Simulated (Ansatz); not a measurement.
# SbAsSe4: what the fields show

Input file:

```
crystal:
  lattice:
    - [4.5423684075, 0.0, 0.0]
    - [0.0, 4.5423684075, 0.0]
    - [0.0, 0.0, 7.2272964944]
  atoms:
    - { symbol: Sb, position: [0.0, 0.0, 0.0] }
    - { symbol: As, position: [0.5, 0.5, 0.5] }
    - { symbol: Se, position: [0.5, 0.0, 0.7356639839] }
    - { symbol: Se, position: [0.0, 0.5, 0.2643360161] }
    - { symbol: Se, position: [0.5, 0.0, 0.2643360161] }
    - { symbol: Se, position: [0.0, 0.5, 0.7356639839] }
kpoints:
  mp_grid: { grid: [6, 6, 4] }
  band_path:
    path:
      - [0.0, 0.0, 0.0]
      - [0.0, 0.5, 0.0]
      - [0.5, 0.5, 0.0]
      - [0.0, 0.0, 0.5]
      - [0.0, 0.5, 0.5]
      - [0.5, 0.5, 0.5]
    npoints: 1
hamiltonian:
  xc: r2scan
  dispersion: rvv10
scf:
  occupations: { method: fermi_dirac, width: 0.03 }
  n_extra_bands: 5
output:
  forces: true
  stress: true
  eigenvalues: true
  write_density: true
  write_potential: true
  elf: true
  volumetric_format: npy
```

Launched as:

```sh
ansatz run input.yaml --threads 2 --pin off --max-ram 2211MiB --backend cpu --events-out ev --progress --plain --runs-dir out
```

Below, planes, directions and counts refer to the conventional cell (a = 4.54 Å, b = 4.54 Å, c = 7.23 Å, α = 90.00°, β = 90.00°, γ = 90.00°).

Space group P4/mmm; a structure from a database of computed crystals, not necessarily the ambient phase; started from the NaHoF4-123 prototype, which need not be the ambient phase.

Level of theory: DFT, r2SCAN+rVV10, plane waves, PAW in Ansatz.

In a PAW calculation such maps are meaningful between the atoms, not at the nuclei.

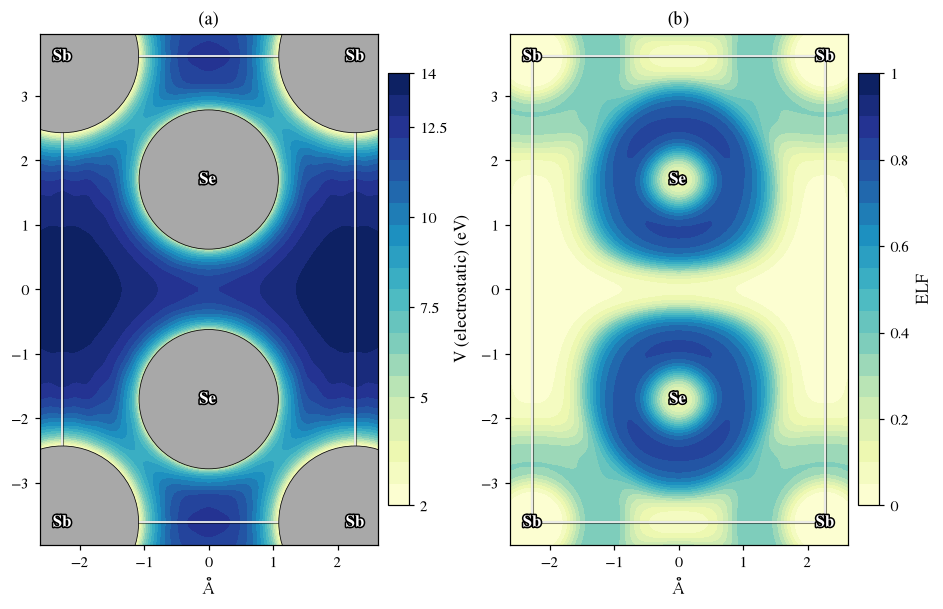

Figure 1. (a) electrostatic potential (local pseudopotential plus Hartree) felt by an electron; (b) electron localisation function on the (010) plane of the conventional cell. Grey discs cover the atomic cores in the potential map.

### Read the bonding off the picture.

- The section cuts through Sb and Se sites.
- Sb–Se (2.97 Å): the ELF is about 0.45 at the midpoint.
- Outside the cores the potential energy rises away from the atoms and is highest about 2.8 Å from the nearest atoms; its zero is arbitrary.

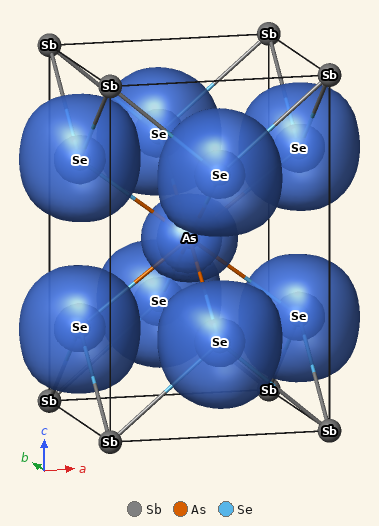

Figure 2. Isosurface of the electron localisation function at 0.6 (blue), seen slightly off an axis. Core shells and regions of very low density are left out. Sticks mark near contacts.

### What do the ELF domains correspond to?

At this value the surface marks out one region wrapped around As (its valence shell) and four regions wrapped around Se (the valence shell of each), counted in one cell of 6 atoms. Any copies at cell faces, edges or corners count once.


As–Se (2.84 Å): the ELF is about 0.45 at the midpoint.
